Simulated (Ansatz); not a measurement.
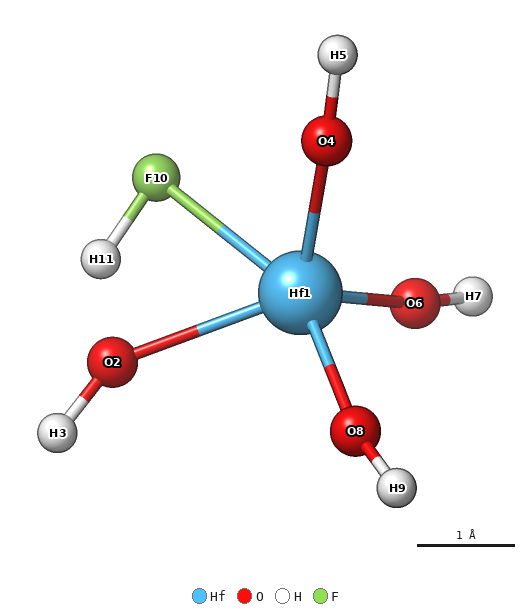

**Figure 1.** The input geometry (ball-and-stick view, seen at a tilt; atoms are numbered from 1 in the order of the input). Sticks mark near contacts.

## HfH5O4F: frequency calculation

- system: HfH5O4F
- method: RKS PBE0-D4/def2-SVP (Ansatz 0.2.0)

It belongs to a series of runs on one base structure; here: vibrations at the highest image of the band. Figures and captions count atoms from 1; the log counts them from 0 in places.

The program's output
```
Engine: ansatz 0.2.0, aarch64-unknown-linux-gnu
Functional definition: PBE0
  parameter a = 0.25
  parameter kappa = 0.804
  parameter beta = 0.06672455060314922
  exchange = (1 - a)*pbe_x(kappa = kappa, mu = beta*pi^2/3) + a*exact_x
  correlation = pbe_c(beta = beta)
1309 factors; integrals over basis functions are off by at most 4.1e-4 eV
mean field evaluation 1: about -12263.4930 eV, gradient 1.0e2 eV
mean field evaluation 2: about -12223.7456 eV, gradient 1.8e2 eV
mean field evaluation 4: about -12280.3883 eV, gradient 6.6e0 eV
mean field evaluation 8: about -12280.5079 eV, gradient 4.3e-1 eV
mean field evaluation 16: about -12280.5082 eV, gradient 6.7e-5 eV
mean field -12280.50821468 eV, -451.3003528622 hartree, gradient 6.7e-5 eV, S^2 0.000000; 0 other end points of the search recorded, 0 dependent functions left out
the calculation of the forces begins
reference -12280.50827926 eV, -451.3003552353 hartree; 29, 29 occupied and 98, 98 virtual orbitals, 1309 factors
these checks for a lower state are left out or cut short: stability, starts, cluster_reference, orbital_swaps, neighbouring_geometries, increment
1309 factors; integrals over basis functions are off by at most 4.1e-4 eV
mean field -12280.50809071 eV, -451.3003483063 hartree, gradient 2.1e-6 eV, S^2 0.000000; 0 other end points of the search recorded, 0 dependent functions left out
[... from here on the field's lines of each further geometry are left out, up to the last ...]
the calculation of the forces begins
reference -12280.50823698 eV, -451.3003536815 hartree; 29, 29 occupied and 98, 98 virtual orbitals, 1309 factors
these checks for a lower state are left out or cut short: stability, starts, cluster_reference, orbital_swaps, neighbouring_geometries, increment
1309 factors; integrals over basis functions are off by at most 4.1e-4 eV
mean field -12280.50817345 eV, -451.3003513468 hartree, gradient 1.3e-6 eV, S^2 0.000000; 0 other end points of the search recorded, 0 dependent functions left out
the calculation of the forces begins
reference -12280.50823802 eV, -451.3003537198 hartree; 29, 29 occupied and 98, 98 virtual orbitals, 1309 factors
WARN: phonons: modes at or below zero, which the zero-point energy, F, S and C_V leave out: 2, the lowest at -172.16 cm⁻¹. A minimum has none, and a first-order saddle one
Total energy: -12280.67455517 eV, -451.3064657624 hartree
Atom 0 at    -0.048610     0.004780     0.120757 Å, force     0.000041     0.000518    -0.000242 eV/Å
Atom 1 at    -0.083203     0.150497     2.207486 Å, force     0.000182     0.001016     0.000086 eV/Å
Atom 2 at    -0.436195    -0.272694     2.990067 Å, force     0.000173     0.000037     0.000057 eV/Å
Atom 3 at     1.603066    -0.469506    -0.748350 Å, force     0.000016    -0.001063    -0.000222 eV/Å
Atom 4 at     2.449815    -0.463588    -1.187041 Å, force     0.000133     0.000828     0.000055 eV/Å
Atom 5 at    -1.097307     1.274233    -0.872232 Å, force    -0.000387    -0.000150     0.000150 eV/Å
Atom 6 at    -1.506755     1.940986    -1.416546 Å, force     0.000202     0.000025    -0.000092 eV/Å
Atom 7 at    -1.080128    -1.622242     0.038980 Å, force     0.000045     0.000044    -0.000313 eV/Å
Atom 8 at    -1.519084    -2.439068    -0.181855 Å, force     0.000005    -0.000034     0.000176 eV/Å
Atom 9 at     1.053063     1.738214     1.156697 Å, force     0.001803     0.001555    -0.003591 eV/Å
Atom 10 at     0.633237     1.198586     1.977036 Å, force    -0.002214    -0.002775     0.003937 eV/Å
Dipole moment:    -0.170355    -0.234298     0.064102 e Å
Vibrations: -172.16 -13.10 93.75 98.02 129.01 153.02 157.78 170.64 179.27 217.91 229.03 248.58 284.49 320.29 368.46 583.52 654.70 692.21 695.56 722.08 1069.79 1302.45 1952.60 4000.40 4053.43 4057.79 4062.67 cm⁻¹, zero-point energy 1.642633 eV
```

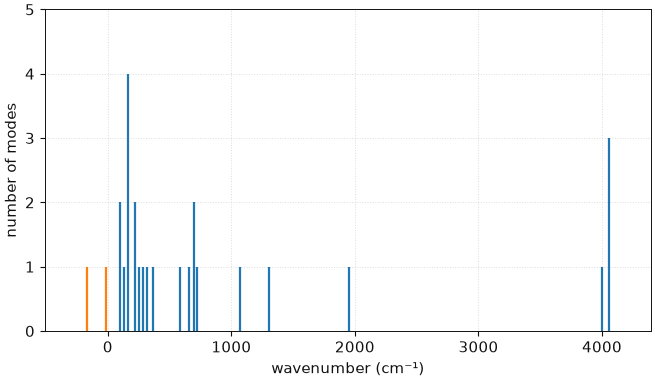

**Figure 2.** Harmonic vibrational wavenumbers from the force constants; neighbouring modes closer than 19 cm⁻¹ are counted in one stick, and imaginary ones are drawn at negative wavenumbers. 27 modes from 172i to 4063 cm⁻¹, 2 imaginary beyond 8i (172i, 13i cm⁻¹): not a minimum.

This output came from the following input.

The input
```yaml
crystal:
  periodic: [false, false, false]
  atoms:
    - { symbol: Hf, position_ang: [-0.04861, 0.00478, 0.120757] }
    - { symbol: O, position_ang: [-0.083203, 0.150497, 2.207486] }
    - { symbol: H, position_ang: [-0.436195, -0.272694, 2.990067] }
    - { symbol: O, position_ang: [1.603066, -0.469506, -0.74835] }
    - { symbol: H, position_ang: [2.449815, -0.463588, -1.187041] }
    - { symbol: O, position_ang: [-1.097307, 1.274233, -0.872232] }
    - { symbol: H, position_ang: [-1.506755, 1.940986, -1.416546] }
    - { symbol: O, position_ang: [-1.080128, -1.622242, 0.03898] }
    - { symbol: H, position_ang: [-1.519084, -2.439068, -0.181855] }
    - { symbol: F, position_ang: [1.053063, 1.738214, 1.156697] }
    - { symbol: H, position_ang: [0.633237, 1.198586, 1.977036] }
basis:
  gaussian: { orbitals: def2-SVP }
hamiltonian:
  xc: pbe0
  dispersion: d4
phonons: {}
```

Command:
```bash
ansatz run input.yaml --threads 4 --pin off --max-ram 5120MiB --backend cpu --events-out ev --progress --plain --runs-dir out
```

Key numbers

| quantity | value |
| --- | --- |
| outcome | converged |
| total energy | −12280.6746 eV |
| mean-field energy | −12280.5083 eV |
| largest force (length of the vector) | 0.005 eV/Å |
| hardware | 4 threads of Arm Neoverse V1, 24 GiB of memory available, shared host |
| wall time | 1.9 min (CPU time 7.3 min) |
| peak memory | 0.32 GiB |
